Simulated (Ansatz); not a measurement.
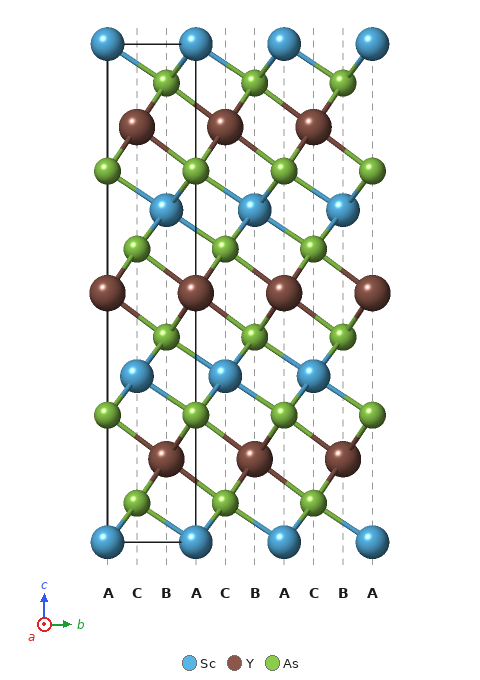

The picture looks along a close-packed row of the hexagonal mesh; c points upwards. The dashed lines mark the three columns A (0, 0), B (1/3, 2/3) and C (2/3, 1/3). The sequence starts with the first layer at or above the cell's origin.

YScAs2 (space group R-3m, No. 166). Coordinates: the input geometry of an electronic-structure calculation (not necessarily at equilibrium); the starting structure was generated, so it need not be a known form of this composition.

Question: List the layers of one repeat.

Answer: Sc(A) – As(C) – Y(B) – As(A) – Sc(C) – As(B) – Y(A) – As(C) – Sc(B) – As(A) – Y(C) – As(B) (twelve layers in 19.55 Å).

Question: How are the As layers alone stacked?

Answer: As layers alone: CABCAB, the cubic close-packed type.

Question: Which positions between or in the As layers do the other atoms fill?

Answer: Y: three octahedral sites; Sc: three octahedral sites (per hexagonal cell).
